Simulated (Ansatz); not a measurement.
Method: PBE (plane waves to 420 eV, PAW; Ansatz, an electronic-structure program).

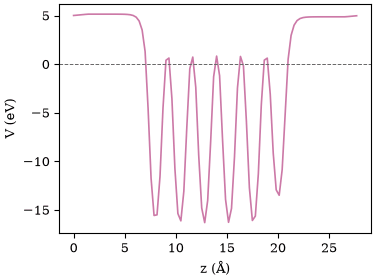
Figure. Plane-averaged electrostatic potential energy along the normal, in eV from the Fermi level, for a constructed model of the (111) surface of fcc Au, (√3x√3)R30° surface alloy, Ga on one Au site of the top plane (bottom of the slab: a bare face, its two planes held)

Model: 18-atom slab, 12.0 Å thick at the start, 9x9x1 mesh, Fermi-Dirac 0.1 eV, dipole correction, 6 atoms held, the rest relaxed; held to the start's symmetry, so lower structures may exist; no spin, no spin-orbit, no U. It is one candidate, not shown to be the stable structure of the face.

The vacuum level lies 4.88 eV above the Fermi level over the top face and 5.15 eV above it under the bottom face.
